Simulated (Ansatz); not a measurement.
**C2H8OSi (SMILES CC[SiH2]O): density, localisation and related maps**

Input file:

```
crystal:
  periodic: [false, false, false]
  atoms:
    - {symbol: C, position_ang: [-0.760848, -0.056420, 1.837084]}
    - {symbol: C, position_ang: [-0.912013, -1.291655, 0.938915]}
    - {symbol: O, position_ang: [0.338440, -0.063180, -1.431831]}
    - {symbol: Si, position_ang: [0.379845, -1.403920, -0.427269]}
    - {symbol: H, position_ang: [-0.828614, 0.873487, 1.247808]}
    - {symbol: H, position_ang: [-1.543476, -0.008605, 2.611340]}
    - {symbol: H, position_ang: [0.213485, -0.048611, 2.354152]}
    - {symbol: H, position_ang: [-0.852626, -2.218329, 1.539133]}
    - {symbol: H, position_ang: [-1.909114, -1.301066, 0.463650]}
    - {symbol: H, position_ang: [0.106291, -2.573663, -1.304023]}
    - {symbol: H, position_ang: [1.735124, -1.543639, 0.197533]}
    - {symbol: H, position_ang: [0.702129, 0.757820, -1.082298]}
basis:
  gaussian: {orbitals: def2-TZVPD}
hamiltonian: {xc: pbe0}
output: {forces: true, orbitals: {seedname: orbitals}}
```

Command:

```sh
ansatz run input.yaml --threads 2 --pin off --max-ram 4350MiB --events-out events.jsonl --progress --plain --runs-dir runs
```

Geometry: B3LYP-D3(BJ)/def2-SVP.

These are results of Ansatz 0.2.0, isolated molecule in a Gaussian basis; Kohn-Sham density functional theory, functional PBE0, not measurements.

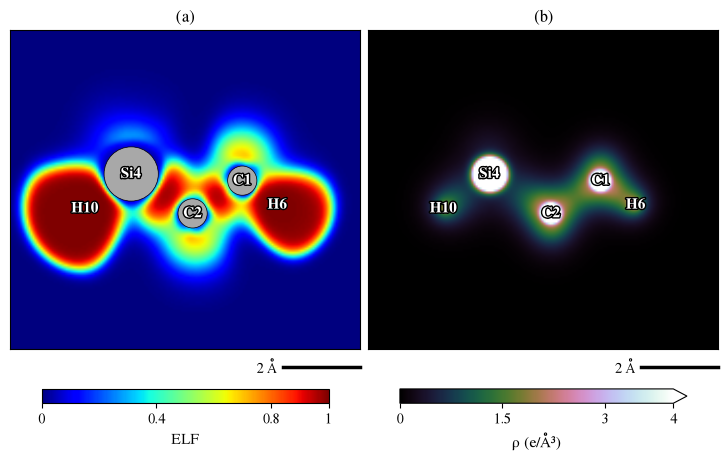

Figure 1. (a) ELF; (b) electron density on the plane of atoms C2, C1 and H6. Grey discs cover the atomic cores in the ELF map.

**What does the map show?**

- The plane passes through C, Si and H nuclei.
- C–C (1.53 Å): the density is about 1.6 e/Å³ at the midpoint; the ELF peaks at about 0.95 between the atoms: a covalent bond.
- C–Si (1.88 Å): ρ is about 0.97 e/Å³ halfway; the ELF peaks at about 0.95 between the atoms, as expected for localised, covalent bonding.
- C–H (1.10 Å): ρ at the midpoint is about 1.9 e/Å³; the ELF climbs to about 1 towards the hydrogen, as it does in any bond to H; a covalent bond by its length.
- Si–H (1.49 Å): ρ at the midpoint is about 0.81 e/Å³; the ELF climbs to about 1 towards the hydrogen.

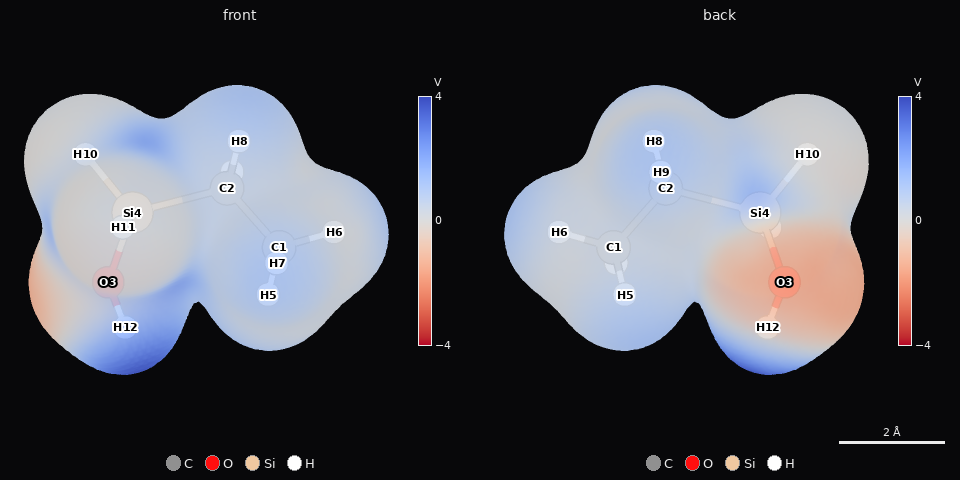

Figure 2. The electrostatic potential painted on the density surface at 0.004 e/bohr³, seen from the front and from behind; red is negative and blue positive.

**Where is the surface potential most negative and most positive?**

The most negative region (about −1.6 V, or −37 kcal/mol for a unit charge) lies over O3, the most positive (about +3.5 V, or +81 kcal/mol for a unit charge) over H12. O3 is the likeliest acceptor of a hydrogen bond.

**How polar is the molecule by this calculation?**

Its dipole moment is 1.63 D.

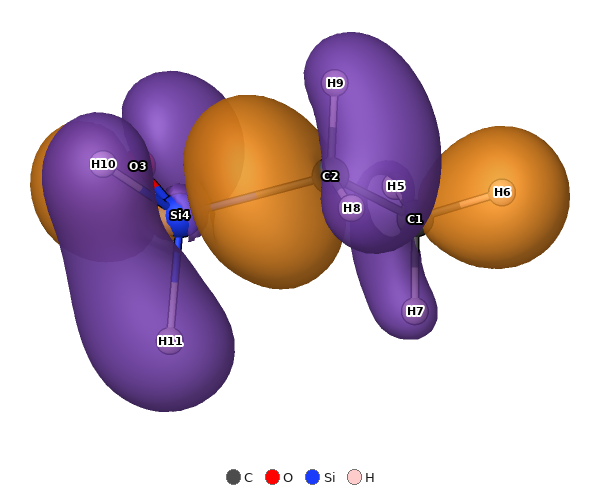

Figure 3. The HOMO at ±0.08 Å⁻³ᐟ² (orange and purple are the two phases), seen from one side.

**Where does this orbital lie, and at what energy?**

It lies mainly on C2 (about 30 %), O3 (about 20 %), Si4 (about 20 %), C1 (about 5 %) and H11 (about 5 %). Its energy is −8.08 eV.
